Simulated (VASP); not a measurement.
Energy against volume of Ni₃Fe (L1_2). All values below come from rev-vdW-DF2, VASP's PBE PAW potentials (set 64) (plane waves; VASP 6.6.1).

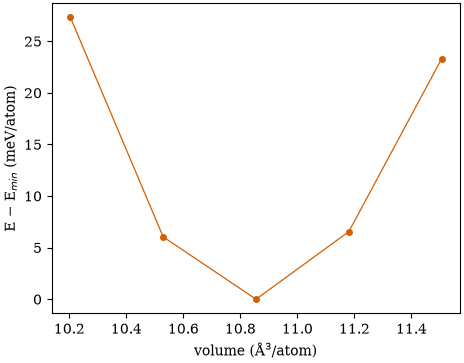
*Energy against volume*

Q: Estimate the equilibrium volume and the bulk modulus.

A: The minimum lies near 10.8 Å³/atom, and the curvature gives B0 of about 210 GPa.

The compound is Ni3Fe in the L1_2 structure. It was relaxed first.
